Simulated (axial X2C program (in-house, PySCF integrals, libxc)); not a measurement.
# WGa: relativistic diatomic calculation

System: WGa, single determinant with Ω = 5/2. The distance is the PBE0 minimum at charge 0.
Method: expectation values, HF and Kohn-Sham, two-component X2C with atomic mean-field Coulomb and Gaunt terms, W dyall-cv3z, Ga dyall-cv3z (cores contracted) (axial X2C program (in-house, PySCF integrals, libxc)).

### Input file
```
{"zs": [74, 31], "q": 0, "bas": ["dyall-cv3z", "dyall-cv3z"], "r0": 2.61, "levels": ["PBE0", "HF", "PBE", "BHandHLYP", "BP86"], "nst": 3}
```

The line is the task of a batch: nuclear charges, charge, bases, the levels to run, a first guess of the distance and further settings. This report covers the levels named above. The log is that of the reference distance.

The run was one of a batch that the task file lists, launched with:
```bash
python <driver script> task.json out
```

### The program's output
```
two-component X2C + atomic mean field  PBE0
basis functions 293  fitting functions 1517  grid points 5800
iter        total energy     max residual
   1     -18084.803522827     1.48e+01
   2     -18085.324047409     5.76e-03
   3     -18085.323624297     6.10e-03
   4     -18085.324593128     9.33e-04
   5     -18085.324571839     1.06e-03
   6     -18085.324621630     3.19e-04
   7     -18085.324623191     8.32e-05
   8     -18085.324623408     8.82e-06
   9     -18085.324623430     9.64e-06
  10     -18085.324623447     6.74e-06
  11     -18085.324623458     3.99e-06
  12     -18085.324623463     1.94e-06
  13     -18085.324623465     1.30e-06
converged
one-electron -25768.65636676  Coulomb 7639.90239048  exact exchange -99.44054715  xc functional -304.92919154  nuclear repulsion 462.45048451  atomic mean-field constant -14.65139301
```

### Expectation values by level of theory

| quantity | PBE0 | HF | PBE | BHandHLYP | BP86 |
| --- | --- | --- | --- | --- | --- |
| effective field for an electron dipole moment (GV/cm) | −12.4 | −34.8 | −8.40 | −0.948 | −7.53 |
| field gradient at the first nucleus (a.u.) | 0.0542 | −1.82 | 0.0270 | 0.458 | 0.110 |
| field gradient at the second nucleus (a.u.) | −2.72 | −3.45 | −2.43 | −2.66 | −2.39 |
| A∥/gI, first nucleus (MHz) | 569 | 1120 | 510 | 196 | 558 |
| A∥/gI, second nucleus (MHz) | −29.2 | −52.0 | −31.3 | −26.4 | −32.2 |

Each column comes from one determinant, in a basis with contracted cores. The levels disagree widely: the effective field runs from −34.8 to −0.948 GV/cm, A∥/gI at the first nucleus runs from 196 to 1120 MHz and the field gradient at the first nucleus runs from −1.82 to 0.458 a.u. They may not all have settled in the same state, and these values aren't reliable properties of the molecule.

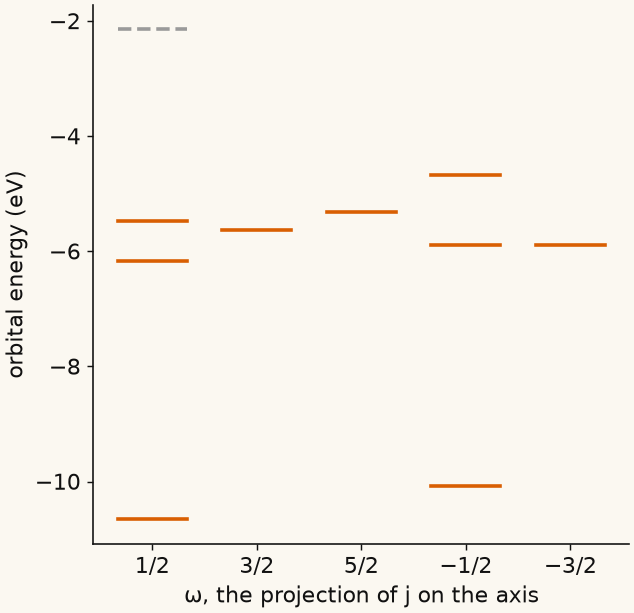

Fig. 1: Orbital energies (PBE0) near the frontier at 2.62 Å, filled (solid) and empty (dashed). The highest filled spinor (−1/2; 52 % Ga p, 33 % W s) lies at −4.67 eV, the lowest empty one (1/2; 60 % Ga p, 27 % W d) at −2.14 eV.

### Key numbers

```
   quantity                                                                 value
    outcome                       converged; the levels of theory disagree widely
   hardware  1 thread of Arm Neoverse N1, 60 GiB of memory available, shared host
  wall time                                                                  24 s
peak memory                                                               0.7 GiB
```
